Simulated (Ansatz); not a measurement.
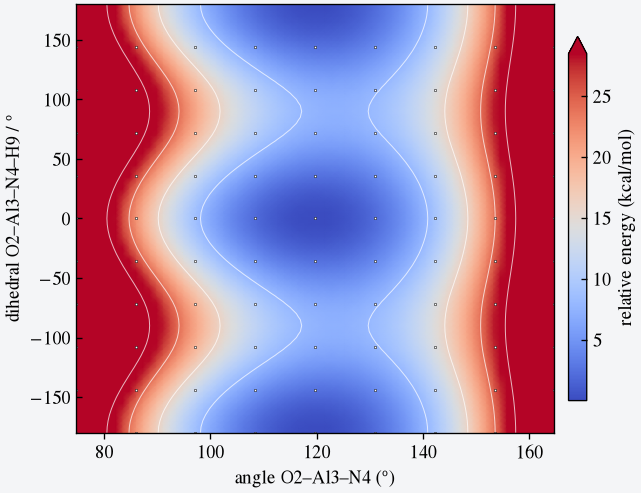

Energy landscape of CH₅AlFNO, SMILES C[O][Al]([NH2])[F]. The first coordinate is: angle O2–Al3–N4; the second: dihedral O2–Al3–N4–H9. Nothing is relaxed (all other coordinates rigid). The grid has 9 × 10 points. All energies are given in kcal/mol relative to the relaxed molecule at the same level. Level of theory: Ansatz, RKS PBE-D4/def2-TZVP.

In the figure: a smooth colour map with a few white contour lines, dots at the grid points, one colour for all values above the top of the scale. Between grid points the surface is interpolated. 

Q: Summarise what can be read from the map.

A: The lowest grid point is at angle O2–Al3–N4 = 119.7°, dihedral O2–Al3–N4–H9 = −180°, 0.0 kcal/mol from the relaxed molecule at the same level; the map holds 2 wells of about this depth. No other kind of well shows on this grid. The highest grid point, angle O2–Al3–N4 = 74.7°, dihedral O2–Al3–N4–H9 = −72°, lies 63.6 kcal/mol above the lowest. On the interpolated surface the easiest way out of the lowest well to a well of about the same depth near angle O2–Al3–N4 = 119.7°, dihedral O2–Al3–N4–H9 = 0° passes a barrier of about 7.3 kcal/mol. Round the minimum the two coordinates are nearly uncoupled.

The values on the grid:

```
dihedral O2–Al3–N4–H9 ↓, angle O2–Al3–N4 →  74.7  86.0  97.2  108.5  119.7  131.0  142.2  153.5  164.7
                                       144  53.0  26.7  12.6    5.2    2.5    4.2   10.9   25.3   55.4
                                       108  63.6  35.1  19.3   10.5    6.8    7.7   13.8   27.8   57.6
                                        72  63.6  35.1  19.3   10.5    6.8    7.7   13.8   27.8   57.6
                                        36  53.0  26.7  12.6    5.2    2.5    4.2   10.9   25.3   55.4
                                         0  47.3  21.9   8.8    2.1    0.0    2.1    9.1   23.8   54.1
                                       −36  53.0  26.7  12.6    5.2    2.5    4.2   10.9   25.3   55.4
                                       −72  63.6  35.1  19.3   10.5    6.8    7.7   13.8   27.8   57.6
                                      −108  63.6  35.1  19.3   10.5    6.8    7.7   13.8   27.8   57.6
                                      −144  53.0  26.7  12.6    5.2    2.5    4.2   10.9   25.3   55.4
                                      −180  47.3  21.9   8.8    2.1    0.0    2.1    9.1   23.8   54.1
```

Each point was launched as `ansatz run input.yaml --threads 1 --pin off --max-ram 2560MiB --backend cpu --events-out ev --progress --plain --runs-dir out`. Time for the 90 points that were run: 9.3 min on 1 thread of Arm Neoverse V2, with other jobs on the host.
